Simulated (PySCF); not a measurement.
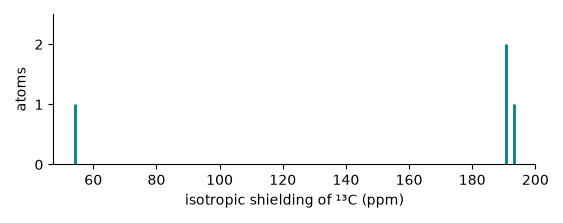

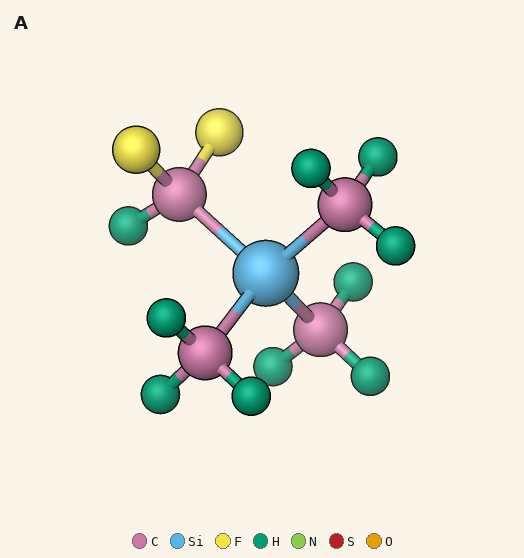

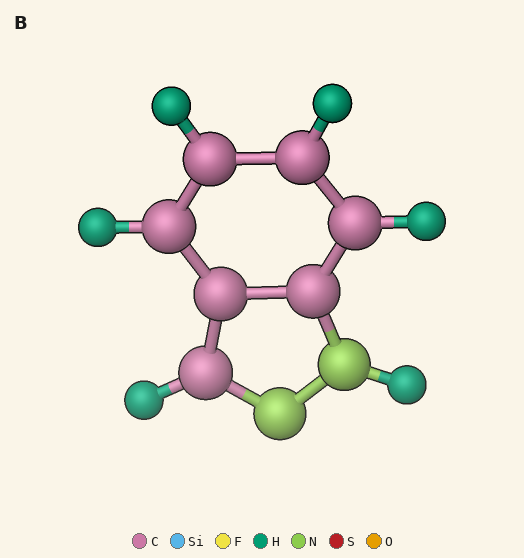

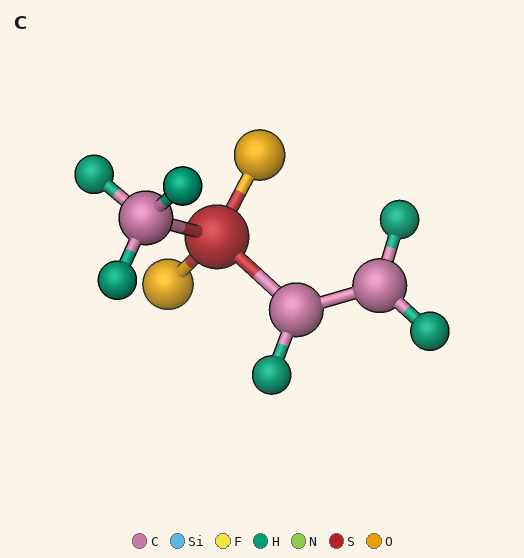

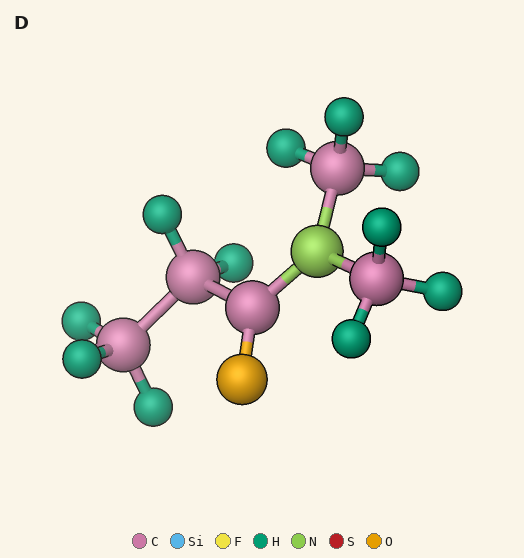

The sticks are computed shieldings of one of the molecules, for one fixed geometry (PBE0-D3(BJ)/def2-TZVP) without averaging over rotations. Low shielding means a high chemical shift. Method: GIAO ωB97X-D/pcSseg-2 NMR shielding, non-relativistic, gas phase (PySCF 2.14.0).

Question: Match the spectrum to a structure.

Answer: A, `C[Si](C)(C)C(F)F`. Its 4 C atoms give lines at 54.2, 190.8 (2 atoms), 193.1 ppm.
